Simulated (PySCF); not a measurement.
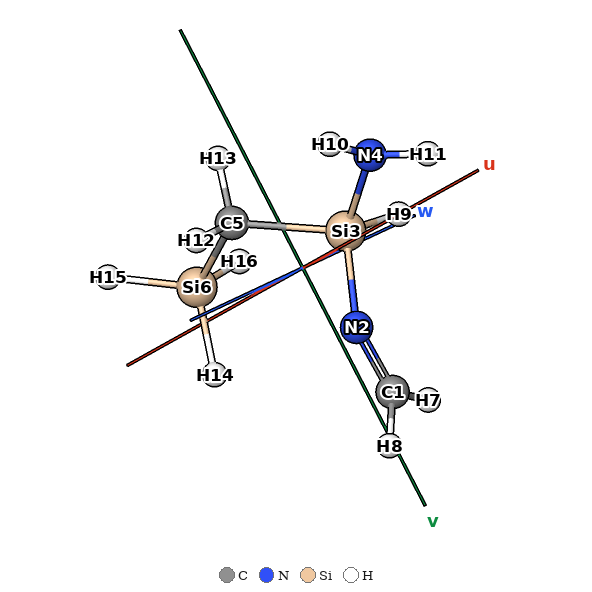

The lines u, v and w are the principal axes of the static dipole polarisability. The geometry was computed by an optimisation with GFN2-xTB. No frequency run is at hand to confirm it as a minimum. Method: CAM-B3LYP/def2-SVPD (PySCF 2.14.0).

### Along which axis is the molecule most polarisable, and along which least?

Most along v, least along w.

### Give the three principal values.

u 96.2, v 101.0, w 79.8 bohr³; mean 92.3, anisotropy 19.3 bohr³.

The geometry is semi-empirical. Around Si such bond lengths and angles can be off by a tenth of an ångström or more and by several degrees, and values that hang on the shape move with them.
